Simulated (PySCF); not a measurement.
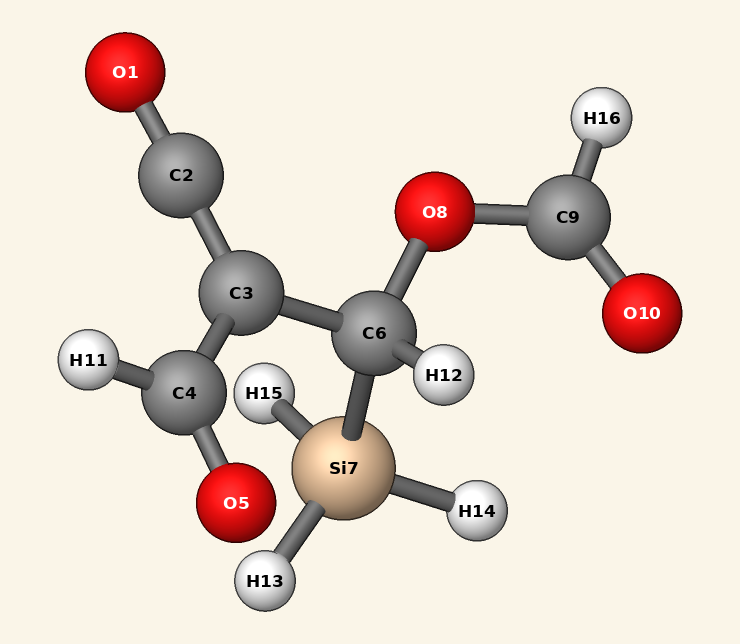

The geometry was computed by an optimisation with GFN2-xTB. No frequency run is at hand to confirm it as a minimum. Method: GIAO PBE0/pcSseg-1 NMR shielding, non-relativistic, gas phase (PySCF 2.14.0). Principal shieldings σ11 ≤ σ22 ≤ σ33, span Ω = σ33 − σ11, skew κ = 3(σiso − σ22)/Ω.

Give the shielding tensors of the Si atoms.

```json
{"atom": "Si7", "σ11": "394.6", "σ22": "406.8", "σ33": "455.9", "σiso": "419.1", "Ω": "61.3", "κ": "0.60"}
```

Shieldings and span in ppm.

The geometry is semi-empirical. Around Si such bond lengths and angles can be off by a tenth of an ångström or more and by several degrees, and values that hang on the shape move with them.
